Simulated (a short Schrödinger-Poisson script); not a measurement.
System: MOS inversion layer, Al2O3 on p-type Si(100), at 300 K.

```
layer  material  thickness (nm)  Na (cm⁻³)
-----  --------  --------------  ---------
1         Al2O3             3.8          -
2            Si            1000     1.7e17
```

The device is made up for the run: typed textbook-type constants, with dimensions and the other settings drawn at random. Al2O3: permittivity 9, conduction-band edge (eV) 2.7, gap (eV) 6.8, electron mass (mₑ) 0.3. Si: permittivity 11.7, conduction-band edge (eV) 0, gap (eV) 1.124, Nv at 300 K (cm⁻³) 3.1e19.

Channel valleys (confinement mass, in-plane density-of-states mass, number): Δ2 0.916, 0.19, 2; Δ4 0.19, 0.417, 4. At the gate the conduction-band edge of layer 1 lies 3.03 eV − eVg above the Fermi level of the channel; the field vanishes at the back. Gaps are held at their typed values at every temperature. Mesh 0.03 nm at interfaces.

Solved with a short Schrödinger-Poisson script written for these runs: 1D Poisson equation in equilibrium, electrons quantum, Hartree (BenDaniel-Duke, 12 states a valley, the channel's in-plane mass for all, wave functions ending at the dielectric), parabolic valleys, classical holes, full ionisation, no traps, pinning or gate leakage.

Only gate voltages with over 1e8 electrons/cm² are shown.

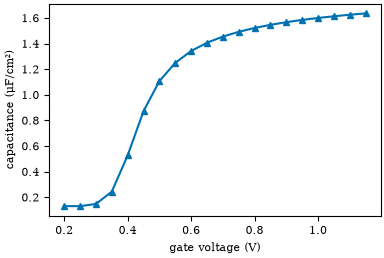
Figure: Quasi-static capacitance against gate voltage

```tsv
Vg (V)	electrons (cm⁻²)	C (μF/cm²)	Δ2 E0 (meV)	Δ2 E1 (meV)	Δ4 E0 (meV)	Δ4 E1 (meV)
0.2	1.49e8	0.131	285.6	328.5	325.1	395.9
0.3	4.85e9	0.147	194.5	239.3	235.8	309.8
0.4	1.11e11	0.526	112.2	159.3	155.7	232.8
0.5	6.10e11	1.11	65.2	116.8	113.2	193.6
0.6	1.37e12	1.34	40.8	97.8	94.2	177.5
0.7	2.24e12	1.45	24.7	86.9	83.4	169.2
0.8	3.17e12	1.52	12.3	79.6	76.2	164.1
0.9	4.13e12	1.57	2.1	74.1	70.7	160.5
1	5.12e12	1.60	-6.8	69.7	66.4	157.9
1.1	6.13e12	1.62	-14.8	66.1	62.8	155.8
```

Subbands count from the Fermi level.
